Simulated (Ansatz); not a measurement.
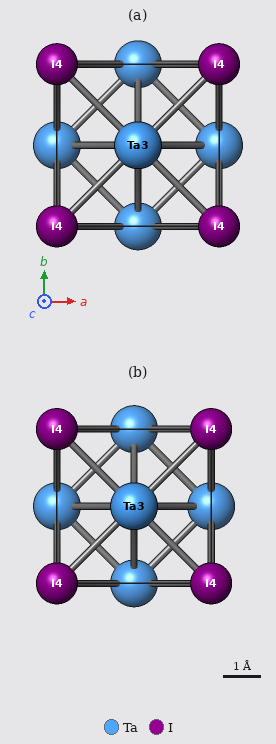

The structure of crystalline Ta₃I (built on the Cu3Au (L1_2)_221 type) (coarse preliminary run) before (top) and after (bottom) a relaxation, at one scale.

A ball-and-stick model of the cell of the calculation, seen along the c axis.

Case: Cu3Au (L1_2) type (Pm-3m, No. 221).

These are results of DFT PBE, scalar-relativistic, plane waves, PAW in Ansatz, not measurements. Set-up: plane-wave cutoff 420 eV; k-point mesh 4 × 4 × 4; occupations gaussian; smearing width 0.1 eV; no spin polarisation; cell and atoms relaxed; force threshold 0.04 eV/Å; at most 70 steps.

Question: Summarise the run.

Answer: Over 1 accepted move (2 points after the start) the energy falls by 170 meV per atom. All forces vanish by symmetry, so only the cell relaxes. Pressure: −15.28 GPa at the start and −0.23 GPa at the end. The SCF was repeated once at an unchanged geometry on a basis and grid sized afresh for the cell, which shifted the energy by 0.5 meV per atom at most. The atoms keep their places relative to the cell (all moves are under 0.005 Å). Cell: a = b = c 4.489 → 4.270 Å (−4.9 %). Volume −13.9 %. Among the contacts that change: Ta–Ta 3.174 → 3.019 Å, I–Ta 3.174 → 3.019 Å. The space group stays Pm-3m (No. 221).
